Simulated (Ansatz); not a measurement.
**C$_{2}$H$_{6}$FIn: density, localisation and related maps**

Input file:

```
crystal:
  periodic: [false, false, false]
  atoms:
    - {symbol: C, position_ang: [-0.920003, 1.809632, -0.265338]}
    - {symbol: In, position_ang: [-0.215189, -0.124778, 0.284807]}
    - {symbol: C, position_ang: [1.231913, -1.628758, -0.145669]}
    - {symbol: F, position_ang: [-1.344971, -0.779834, 1.773187]}
    - {symbol: H, position_ang: [-0.340640, 2.245570, -1.078226]}
    - {symbol: H, position_ang: [-1.965250, 1.725501, -0.566446]}
    - {symbol: H, position_ang: [-0.868052, 2.459122, 0.609678]}
    - {symbol: H, position_ang: [1.897494, -1.342302, -0.958946]}
    - {symbol: H, position_ang: [1.816612, -1.815412, 0.756293]}
    - {symbol: H, position_ang: [0.708096, -2.548731, -0.409350]}
basis:
  gaussian: {orbitals: def2-TZVPP}
hamiltonian: {xc: pbe0, dispersion: d4}
output: {orbitals: {seedname: orbitals}}
```

Command:

```sh
ansatz run in.yaml --threads 4 --pin off --events-out ev --progress --plain --max-ram 10444MiB
```

Geometry: PBE0-D4/def2-TZVP; core potentials replace the inner electrons of In.

Theory: Ansatz 0.2.0, RKS PBE0-D4/def2-TZVPP.

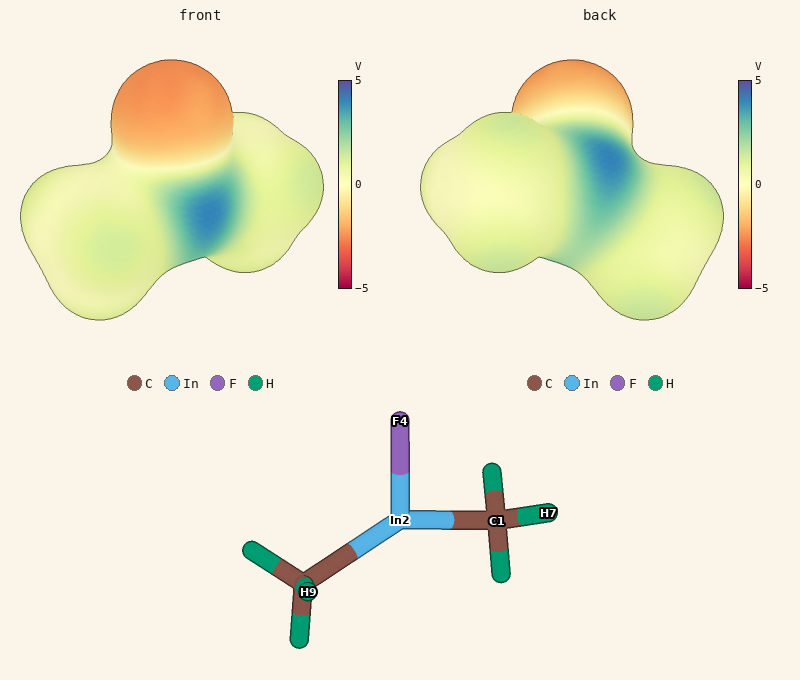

Figure 1. The molecular electrostatic potential painted on the density surface at 0.004 e/bohr³, seen from the front and from behind; the colour scale runs from red (negative) to blue (positive). The bare structure is drawn below in the same view.

Question: Where is the surface potential most negative and most positive?

Answer: The most negative region (about −2.4 V) lies over F4, the most positive (about +4.0 V) over In2.

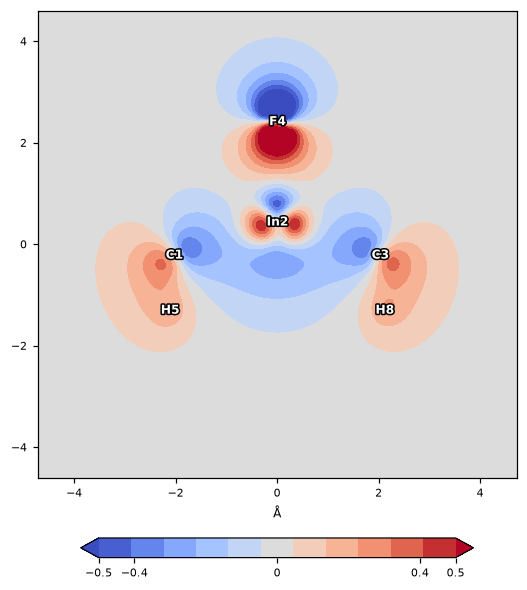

Figure 2. The HOMO−1 on the plane of atoms In2, C3 and H8 (values in Å⁻³ᐟ²; the overall sign is arbitrary).

Question: Where does this orbital lie, and at what energy?

Answer: Its weight (Hirshfeld) is mainly on F4 (about 45 %), In2 (about 25 %), C1 (about 10 %) and C3 (about 10 %). Its energy is −8.91 eV.

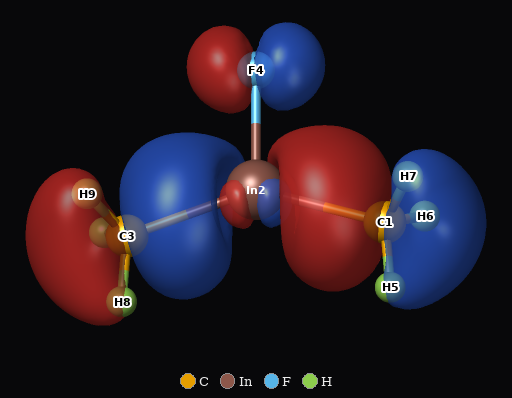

Figure 3. One frontier orbital at ±0.08 Å⁻³ᐟ² (red and blue are the two phases), seen at a tilt.

Question: Which orbital is it: HOMO or LUMO?

Answer: The HOMO, at −7.75 eV. It lies mainly on C1 (about 25 %), C3 (about 25 %), In2 (about 20 %) and F4 (about 10 %).
